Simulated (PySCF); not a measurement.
H₅Cl₃Si₃, SMILES [SiH3][SiH2][Si](Cl)(Cl)Cl, singlet at its GFN2-xTB optimised geometry (Å):

```
11

Si     2.3666    -0.4499     0.0000
Si     0.0422    -0.4499     0.0000
Si    -0.8877     1.6833     0.0000
Cl    -2.9115     1.7790     0.1007
Cl    -0.3443     2.7086    -1.6772
Cl    -0.1869     2.7712     1.5775
H      2.9117    -0.0544    -1.3009
H      2.9115     0.4705     1.0008
H      2.9063    -1.7790     0.2983
H     -0.5190    -1.1639     1.1575
H     -0.5173    -1.1627    -1.1592
```

Level of theory: PySCF with PBE0/def2-TZVP. Cells within 0.4 Å of a nucleus heavier than hydrogen are left out (blank, or x).

Map of the electron localisation function on the plane z = 0.0 Å:

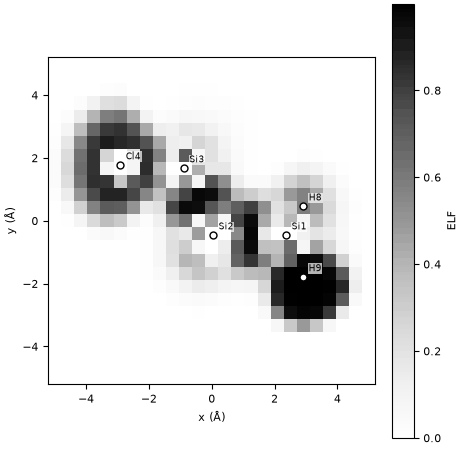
*Electron localisation function on the plane z = 0.0 Å.*
